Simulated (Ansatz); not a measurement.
**Run report: CH$_{4}$FSi (charge −1), geometry relaxation**

System: CH$_{4}$FSi, charge −1.
Method: RKS PBE-D4/def2-SVPD (Ansatz 0.2.0).

Figures and captions count atoms from 1; the log counts them from 0 in places.

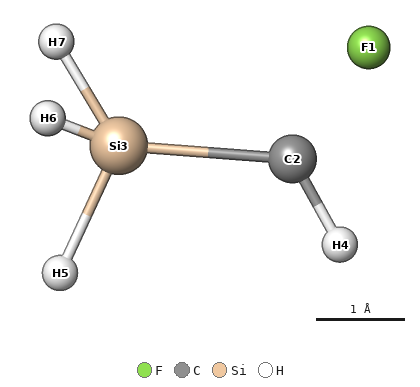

*The input geometry (ball-and-stick view, seen on its broad side; atoms are numbered from 1 in the order of the input).*

Bond lengths as drawn: C–H 1.12 Å, C–Si 2.00 Å and H–Si 0.90 to 1.62 Å.

**Input file**
```yaml
crystal:
  periodic: [false, false, false]
  atoms:
    - {symbol: F, position_ang: [-0.424411, -2.176344, 0.962411]}
    - {symbol: C, position_ang: [-0.698066, -1.045192, -0.076862]}
    - {symbol: Si, position_ang: [0.387035, 0.631632, -0.018326]}
    - {symbol: H, position_ang: [-1.574397, -1.190406, -0.766816]}
    - {symbol: H, position_ang: [-0.092277, 1.645324, -1.191143]}
    - {symbol: H, position_ang: [0.900851, 1.291799, 0.299973]}
    - {symbol: H, position_ang: [1.501265, 0.843185, 0.790763]}
basis:
  gaussian: {orbitals: def2-SVPD}
total_charge: -1
hamiltonian: {xc: pbe, dispersion: d4}
relax: {f_tol: 0.03, max_steps: 250}
```

Run on 2 threads of Arm Neoverse V1, 23 GiB of memory available, shared host.

Launch command:
```bash
ansatz run in.yaml --threads 2 --pin off --events-out ev --progress --plain --max-ram 4352MiB
```

**Output**
```
Functional definition: PBE
  name "PBE"
  cite "Perdew, Burke & Ernzerhof, Phys. Rev. Lett. 77, 3865 (1996) doi:10.1103/PhysRevLett.77.3865"
  parent pbe
  parameter kappa = 0.804
  parameter beta = 0.06672455060314922
  exchange = pbe_x(kappa = kappa, mu = beta*pi^2/3)
  correlation = pbe_c(beta = beta)
838 factors; their error is unknown
mean field evaluation 1: about -11648.1995 eV, gradient 8.4e1 eV
mean field evaluation 2: about -11484.2166 eV, gradient 2.0e2 eV
mean field evaluation 4: about -11617.6601 eV, gradient 1.1e2 eV
mean field evaluation 8: about -11667.2263 eV, gradient 1.1e0 eV
mean field evaluation 16: about -11667.2021 eV, gradient 1.0e-2 eV
mean field -11667.20213392 eV, -428.7617701079 hartree, gradient 2.7e-5 eV, S^2 0.000000; 0 other end points of the search recorded, 0 dependent functions left out
the calculation of the forces begins
reference -11667.20217935 eV, -428.7617717776 hartree; 17, 17 occupied and 82, 82 virtual orbitals, 838 factors
relax step   1: F+E_penalty+E_count = -11667.32218801 eV  Δ(F+E_penalty+E_count) = +0.000e0 eV  max|allowed force component| = 3.777e1 eV/Å  Δτ_max = 0.0000 Å  (34 SCF iters, accepted)
these checks for a lower state are left out or cut short: starts, cluster_reference, orbital_swaps, neighbouring_geometries, increment
838 factors; their error is unknown
mean field -11675.75760122 eV, -429.0761777322 hartree, gradient 1.2e-5 eV, S^2 0.000000; 0 other end points of the search recorded, 0 dependent functions left out
the calculation of the forces begins
reference -11675.75765013 eV, -429.0761795293 hartree; 17, 17 occupied and 82, 82 virtual orbitals, 838 factors
relax step   2: F+E_penalty+E_count = -11675.88003639 eV  Δ(F+E_penalty+E_count) = -8.558e0 eV  max|allowed force component| = 1.350e1 eV/Å  Δτ_max = 0.1983 Å  (36 SCF iters, accepted)
these checks for a lower state are left out or cut short: starts, cluster_reference, orbital_swaps, neighbouring_geometries, increment
838 factors; their error is unknown
mean field evaluation 32: about -11678.2356 eV, gradient 2.4e1 eV
mean field -11678.72218388 eV, -429.1851241352 hartree, gradient 1.6e-5 eV, S^2 0.000000; 0 other end points of the search recorded, 0 dependent functions left out
the calculation of the forces begins
reference -11678.72222972 eV, -429.1851258200 hartree; 17, 17 occupied and 82, 82 virtual orbitals, 838 factors
relax step   3: F+E_penalty+E_count = -11678.84613123 eV  Δ(F+E_penalty+E_count) = -2.966e0 eV  max|allowed force component| = 5.819e0 eV/Å  Δτ_max = 0.1946 Å  (36 SCF iters, accepted)
these checks for a lower state are left out or cut short: starts, cluster_reference, orbital_swaps, neighbouring_geometries, increment
838 factors; their error is unknown
mean field -11680.18603735 eV, -429.2389197583 hartree, gradient 1.2e-5 eV, S^2 0.000000; 0 other end points of the search recorded, 0 dependent functions left out
the calculation of the forces begins
reference -11680.18608234 eV, -429.2389214114 hartree; 17, 17 occupied and 82, 82 virtual orbitals, 838 factors
relax step   4: F+E_penalty+E_count = -11680.31087504 eV  Δ(F+E_penalty+E_count) = -1.465e0 eV  max|allowed force component| = 2.412e0 eV/Å  Δτ_max = 0.1946 Å  (36 SCF iters, accepted)
these checks for a lower state are left out or cut short: starts, cluster_reference, orbital_swaps, neighbouring_geometries, increment
838 factors; their error is unknown
mean field -11681.13049036 eV, -429.2736277660 hartree, gradient 1.7e-5 eV, S^2 0.000000; 0 other end points of the search recorded, 0 dependent functions left out
the calculation of the forces begins
reference -11681.13053594 eV, -429.2736294411 hartree; 17, 17 occupied and 82, 82 virtual orbitals, 838 factors
relax step   5: F+E_penalty+E_count = -11681.25612187 eV  Δ(F+E_penalty+E_count) = -9.452e-1 eV  max|allowed force component| = 1.186e0 eV/Å  Δτ_max = 0.1949 Å  (30 SCF iters, accepted)
these checks for a lower state are left out or cut short: starts, cluster_reference, orbital_swaps, neighbouring_geometries, increment
838 factors; their error is unknown
mean field -11681.68846902 eV, -429.2941331038 hartree, gradient 1.8e-5 eV, S^2 0.000000; 0 other end points of the search recorded, 0 dependent functions left out
the calculation of the forces begins
reference -11681.68851427 eV, -429.2941347666 hartree; 17, 17 occupied and 82, 82 virtual orbitals, 838 factors
relax step   6: F+E_penalty+E_count = -11681.81518486 eV  Δ(F+E_penalty+E_count) = -5.591e-1 eV  max|allowed force component| = 5.981e-1 eV/Å  Δτ_max = 0.1950 Å  (34 SCF iters, accepted)
these checks for a lower state are left out or cut short: starts, cluster_reference, orbital_swaps, neighbouring_geometries, increment
838 factors; their error is unknown
mean field evaluation 64: about -11681.9480 eV, gradient 5.8e-1 eV
mean field -11681.92131694 eV, -429.3026901068 hartree, gradient 1.8e-5 eV, S^2 0.000000; 0 other end points of the search recorded, 0 dependent functions left out
the calculation of the forces begins
reference -11681.92136136 eV, -429.3026917392 hartree; 17, 17 occupied and 82, 82 virtual orbitals, 838 factors
relax step   7: F+E_penalty+E_count = -11682.04850581 eV  Δ(F+E_penalty+E_count) = -2.333e-1 eV  max|allowed force component| = 4.834e-1 eV/Å  Δτ_max = 0.1994 Å  (34 SCF iters, accepted)
these checks for a lower state are left out or cut short: starts, cluster_reference, orbital_swaps, neighbouring_geometries, increment
838 factors; their error is unknown
mean field -11681.98442211 eV, -429.3050091789 hartree, gradient 2.0e-5 eV, S^2 0.000000; 0 other end points of the search recorded, 0 dependent functions left out
the calculation of the forces begins
reference -11681.98446784 eV, -429.3050108596 hartree; 17, 17 occupied and 82, 82 virtual orbitals, 838 factors
relax step   8: F+E_penalty+E_count = -11682.11185755 eV  Δ(F+E_penalty+E_count) = -6.335e-2 eV  max|allowed force component| = 7.476e-1 eV/Å  Δτ_max = 0.1802 Å  (34 SCF iters, accepted)
these checks for a lower state are left out or cut short: starts, cluster_reference, orbital_swaps, neighbouring_geometries, increment
838 factors; their error is unknown
mean field -11681.99601190 eV, -429.3054350960 hartree, gradient 2.3e-5 eV, S^2 0.000000; 0 other end points of the search recorded, 0 dependent functions left out
the calculation of the forces begins
reference -11681.99605780 eV, -429.3054367827 hartree; 17, 17 occupied and 82, 82 virtual orbitals, 838 factors
relax step   9: F+E_penalty+E_count = -11682.12351637 eV  Δ(F+E_penalty+E_count) = -1.166e-2 eV  max|allowed force component| = 8.719e-2 eV/Å  Δτ_max = 0.0432 Å  (29 SCF iters, accepted)
these checks for a lower state are left out or cut short: starts, cluster_reference, orbital_swaps, neighbouring_geometries, increment
838 factors; their error is unknown
mean field -11681.99681522 eV, -429.3054646174 hartree, gradient 2.1e-5 eV, S^2 0.000000; 0 other end points of the search recorded, 0 dependent functions left out
the calculation of the forces begins
reference -11681.99686115 eV, -429.3054663056 hartree; 17, 17 occupied and 82, 82 virtual orbitals, 838 factors
relax step  10: F+E_penalty+E_count = -11682.12437122 eV  Δ(F+E_penalty+E_count) = -8.549e-4 eV  max|allowed force component| = 5.722e-2 eV/Å  Δτ_max = 0.0170 Å  (30 SCF iters, accepted)
these checks for a lower state are left out or cut short: starts, cluster_reference, orbital_swaps, neighbouring_geometries, increment
838 factors; their error is unknown
mean field evaluation 96: about -11681.9971 eV, gradient 3.0e-5 eV
mean field -11681.99708625 eV, -429.3054745778 hartree, gradient 2.3e-5 eV, S^2 0.000000; 0 other end points of the search recorded, 0 dependent functions left out
the calculation of the forces begins
reference -11681.99713222 eV, -429.3054762669 hartree; 17, 17 occupied and 82, 82 virtual orbitals, 838 factors
relax step  11: F+E_penalty+E_count = -11682.12466993 eV  Δ(F+E_penalty+E_count) = -2.987e-4 eV  max|allowed force component| = 2.799e-2 eV/Å  Δτ_max = 0.0185 Å  (30 SCF iters, accepted)
```

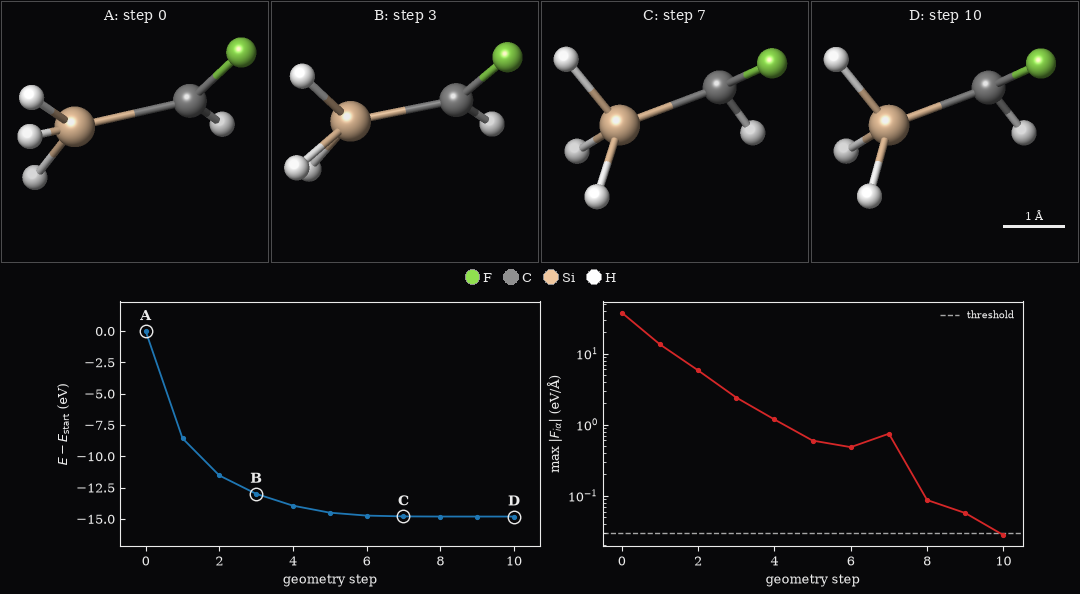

*Frames of the relaxation (ball-and-stick view, seen at an oblique angle) above the curves, on which the letters mark them (the first geometry is step 0 here and step 1 in the log).*

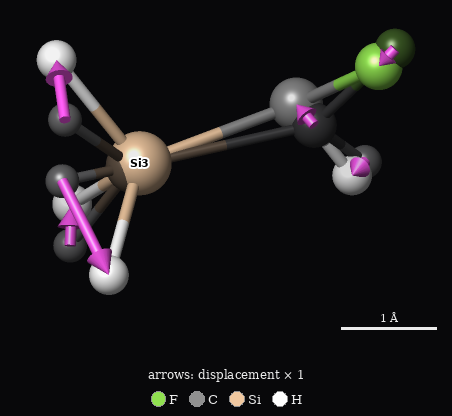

*Start (faint) and end (solid) with the displacements as pink arrows, at true length (ball-and-stick view, seen at an oblique angle). The two geometries are laid on each other by the best rigid fit.*

After 10 geometry steps the energy has fallen by 14.802 eV. Largest force component: 38 eV/Å at the start, 0.028 eV/Å at the end. H6 moves most after the best rigid fit: 1.21 Å. By element the largest moves are H 1.21 Å, C 0.31 Å, F 0.25 Å, Si 0.08 Å. Among the contacts that change: Si3–H6 0.895 → 1.569 Å, C2–Si3 1.998 → 1.836 Å, Si3–H7 1.393 → 1.528 Å, Si3–H5 1.623 → 1.523 Å. Among the angles that change: H6–Si3–H7 39.0° → 99.2°, C2–Si3–H6 160.2° → 128.0°, H5–Si3–H7 124.1° → 106.0°. (Atoms are counted from 1 in the order of the input.)

```
838 factors; their error is unknown
mean field -11681.99708625 eV, -429.3054745778 hartree, gradient 2.3e-5 eV, S^2 0.000000; 1 other end points of the search recorded, 0 dependent functions left out
the calculation of the forces begins
reference -11681.99713222 eV, -429.3054762669 hartree; 17, 17 occupied and 82, 82 virtual orbitals, 838 factors
Total energy: -11682.12471589 eV, -429.3101648805 hartree
Atom 0 at    -0.512936    -1.878756     0.995123 Å, force     0.003130     0.013795     0.004716 eV/Å
Atom 1 at    -0.479758    -1.065323    -0.233707 Å, force     0.027987     0.004605    -0.004382 eV/Å
Atom 2 at     0.371628     0.549506    -0.038050 Å, force    -0.022494    -0.023335    -0.007550 eV/Å
Atom 3 at    -1.544008    -0.962664    -0.553670 Å, force    -0.007448     0.002299    -0.005034 eV/Å
Atom 4 at     0.233797     1.267501    -1.374405 Å, force    -0.003049     0.004117     0.004596 eV/Å
Atom 5 at     0.058960     1.687643     0.995859 Å, force     0.005083     0.007800     0.005471 eV/Å
Atom 6 at     1.872316     0.402092     0.208850 Å, force    -0.003209    -0.009281     0.002183 eV/Å
Dipole moment:    -0.083786     0.133497     0.143597 e Å
```

**Trajectory as extended XYZ (Å, eV, eV/Å), 11 frames, from step=1 to step=11**
```
7
Properties=species:S:1:pos:R:3:forces:R:3 step=1 energy=-11667.32219
F    -0.4244   -2.1763    0.9624   -0.8391   1.9607  -1.9846
C    -0.6981   -1.0452   -0.0769    2.1689   1.0332   1.4153
Si    0.3870    0.6316   -0.0183  -28.5843 -36.1126 -19.1007
H    -1.5744   -1.1904   -0.7668    0.2045  -0.1478   0.9454
H    -0.0923    1.6453   -1.1911    0.3470  -1.1444  -0.5634
H     0.9009    1.2918    0.3000   21.0531  37.7661  17.0199
H     1.5013    0.8432    0.7908    5.6500  -3.3552   2.2681
7
Properties=species:S:1:pos:R:3:forces:R:3 step=2 energy=-11675.88004
F    -0.4443   -2.1395    0.9267   -0.4514   1.4655  -1.4116
C    -0.6680   -1.0376   -0.0868    1.0247   0.3693   0.9361
Si    0.3246    0.5622   -0.0694   -6.7885 -10.7612  -6.8636
H    -1.5704   -1.1928   -0.7324    0.2802  -0.0224   0.6895
H    -0.0872    1.5911   -1.2296    0.3187  -1.2025  -0.4490
H     0.8625    1.4374    0.4289    2.2128  13.5023   7.0182
H     1.5827    0.7793    0.7625    3.4035  -3.3509   0.0804
7
Properties=species:S:1:pos:R:3:forces:R:3 step=3 energy=-11678.84613
F    -0.4534   -2.1090    0.9042   -0.2049   1.0066  -0.8903
C    -0.6528   -1.0271   -0.0802    0.2184   0.0370   0.3647
Si    0.3242    0.5123   -0.1250   -0.7522  -2.9960  -1.9609
H    -1.5618   -1.1906   -0.7113    0.3203  -0.0024   0.5002
H    -0.0772    1.5533   -1.2489    0.2298  -1.1790  -0.4637
H     0.7611    1.5721    0.5261   -1.4870   5.8187   3.3658
H     1.6599    0.6889    0.7352    1.6755  -2.6850  -0.9159
7
Properties=species:S:1:pos:R:3:forces:R:3 step=4 energy=-11680.31087
F    -0.4569   -2.0807    0.8826   -0.0525   0.5389  -0.3832
C    -0.6451   -1.0110   -0.0748    0.0602   0.1225  -0.0577
Si    0.3496    0.4945   -0.1385    0.5447  -0.1005   0.1703
H    -1.5518   -1.1868   -0.6981    0.2579   0.0497   0.3047
H    -0.0651    1.4998   -1.2705    0.2290  -1.0520  -0.4323
H     0.6438    1.6997    0.6145   -1.7607   2.4118   1.5712
H     1.7255    0.5844    0.6848    0.7215  -1.9704  -1.1729
7
Properties=species:S:1:pos:R:3:forces:R:3 step=5 energy=-11681.25612
F    -0.4552   -2.0474    0.8695    0.0272   0.1620   0.0287
C    -0.6241   -0.9901   -0.0822    0.1739   0.2749  -0.2799
Si    0.3612    0.5191   -0.0977    0.3686   0.5729   0.5671
H    -1.5346   -1.1726   -0.6889    0.1273   0.1354   0.1430
H    -0.0429    1.4225   -1.3067    0.2802  -0.8133  -0.2306
H     0.5149    1.8111    0.7092   -1.1859   0.8194   0.7483
H     1.7807    0.4575    0.5969    0.2087  -1.1513  -0.9766
7
Properties=species:S:1:pos:R:3:forces:R:3 step=6 energy=-11681.81518
F    -0.4561   -2.0015    0.8751    0.0422  -0.0609   0.2474
C    -0.5694   -0.9797   -0.1219    0.1178   0.1178  -0.2896
Si    0.3588    0.5614   -0.0329    0.1479   0.4700   0.1453
H    -1.5224   -1.1299   -0.6673    0.0258   0.2132   0.0710
H    -0.0020    1.3262   -1.3462    0.3495  -0.4770   0.1296
H     0.3694    1.8858    0.8153   -0.5587   0.0719   0.2945
H     1.8217    0.3376    0.4779   -0.1245  -0.3350  -0.5981
7
Properties=species:S:1:pos:R:3:forces:R:3 step=7 energy=-11682.04851
F    -0.4989   -1.9595    0.9218    0.0923  -0.0316   0.1757
C    -0.4891   -1.0284   -0.1918   -0.4834  -0.2778  -0.2242
Si    0.3553    0.5582   -0.0157    0.4556   0.4089   0.0278
H    -1.5347   -1.0220   -0.5944    0.2197   0.1107   0.0435
H     0.1094    1.2722   -1.3538    0.2058  -0.2007   0.0529
H     0.2009    1.8207    0.8997   -0.2592   0.0209   0.2290
H     1.8570    0.3587    0.3343   -0.2307  -0.0302  -0.3046
7
Properties=species:S:1:pos:R:3:forces:R:3 step=8 energy=-11682.11186
F    -0.5185   -1.8991    0.9863   -0.0776  -0.0369   0.0168
C    -0.4872   -1.0812   -0.2336    0.7476   0.2185   0.1736
Si    0.3645    0.5423   -0.0252    0.1168   0.0249  -0.1577
H    -1.5280   -0.9503   -0.5561   -0.6194  -0.0266  -0.1145
H     0.2156    1.2644   -1.3672    0.0202  -0.0745   0.0738
H     0.0755    1.7185    0.9791   -0.0349  -0.0812   0.0331
H     1.8781    0.4054    0.2167   -0.1526  -0.0242  -0.0251
7
Properties=species:S:1:pos:R:3:forces:R:3 step=9 energy=-11682.12352
F    -0.5287   -1.8759    1.0009    0.0212  -0.0013   0.0547
C    -0.4790   -1.0639   -0.2234    0.0064   0.0410  -0.0872
Si    0.3757    0.5510   -0.0361   -0.0713  -0.0467  -0.0674
H    -1.5379   -0.9740   -0.5677    0.0425   0.0298   0.0107
H     0.2262    1.2721   -1.3757    0.0082  -0.0418   0.0765
H     0.0635    1.6841    1.0023    0.0185   0.0221   0.0065
H     1.8802    0.4066    0.1997   -0.0254  -0.0031   0.0062
7
Properties=species:S:1:pos:R:3:forces:R:3 step=10 energy=-11682.12437
F    -0.5212   -1.8703    1.0037    0.0164   0.0191  -0.0239
C    -0.4744   -1.0677   -0.2340    0.0049   0.0160   0.0336
Si    0.3688    0.5527   -0.0373   -0.0218  -0.0572  -0.0007
H    -1.5352   -0.9733   -0.5659   -0.0248   0.0097  -0.0070
H     0.2262    1.2728   -1.3713    0.0011   0.0052  -0.0069
H     0.0685    1.6901    1.0020   -0.0133  -0.0048  -0.0045
H     1.8673    0.3959    0.2029    0.0374   0.0120   0.0095
7
Properties=species:S:1:pos:R:3:forces:R:3 step=11 energy=-11682.12467
F    -0.5129   -1.8788    0.9951    0.0031   0.0138   0.0047
C    -0.4798   -1.0653   -0.2337    0.0280   0.0046  -0.0044
Si    0.3716    0.5495   -0.0381   -0.0225  -0.0233  -0.0076
H    -1.5440   -0.9627   -0.5537   -0.0074   0.0023  -0.0050
H     0.2338    1.2675   -1.3744   -0.0030   0.0041   0.0046
H     0.0590    1.6876    0.9959    0.0051   0.0078   0.0055
H     1.8723    0.4021    0.2089   -0.0032  -0.0093   0.0022
```

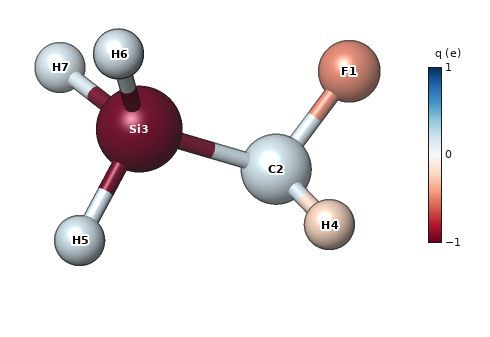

*Mulliken charges, as the colour of each atom (ball-and-stick view, seen at a tilt; atoms are numbered from 1 in the order of the input).*

By element: F −0.52, C +0.20, Si −0.98 and H −0.21 to +0.19 e.

**Summary**

- outcome: converged
- total energy: −11682.1247 eV
- mean-field energy: −11681.9971 eV
- dispersion energy: −0.1276 eV
- SCF solution under orbital rotations: stable
- largest force (length of the vector) at the end: 0.033 eV/Å
- wall time: 17 s (CPU time 31 s)
- peak memory: 0.16 GiB
